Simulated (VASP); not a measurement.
Shape and ions are relaxed at each volume.

Energy against volume of MgH2 (rutile). Calculation: PW91 GGA, VASP's PBE PAW potentials (set 64) (plane waves; VASP).

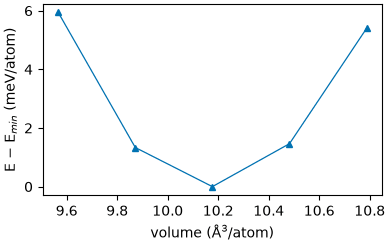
Figure. Energy against volume

Estimate the equilibrium volume and the bulk modulus.

The minimum lies near 10.2 Å³/atom, and the curvature gives B0 of about 50 GPa.

The compound is MgH2 in the rutile structure. It was relaxed first.
